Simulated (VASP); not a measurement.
Data:

```
HfLi2N2
1.0
    3.23571     0.00000     0.00000
   -1.61785     2.80220     0.00000
    0.00000     0.00000     5.42324
Li Hf N
2 1 2
Direct
  0.66667   0.33333   0.38258
  0.33333   0.66667   0.61742
  0.00000   0.00000   0.00000
  0.66667   0.33333   0.77916
  0.33333   0.66667   0.22084
```

Level of theory: r2SCAN meta-GGA, VASP's PBE PAW potentials (set 64) (plane waves; VASP 6.6.1). Numerical set-up: 520 eV cut-off, 9×9×5 Γ-centred mesh, tetrahedra with Blöchl corrections, potentials Li_sv Hf_pv N.

Unless said otherwise, spin-orbit coupling is left out, though it shifts the bands of the heavy elements here.

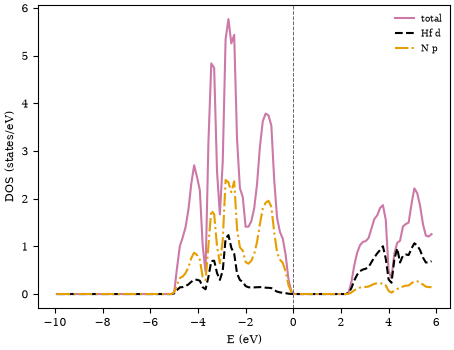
Total and projected density of states, zero at the valence-band maximum

Within 2 eV below the valence-band maximum the largest weight inside VASP's projection spheres is N p.

The gap is indirect, 2.33 eV, from the valence maximum at Γ to the conduction minimum at L.

The structure comes from a computed database's Li2HfN2 entry (P-3m1); how it stands against other phases isn't given here. It was relaxed first.
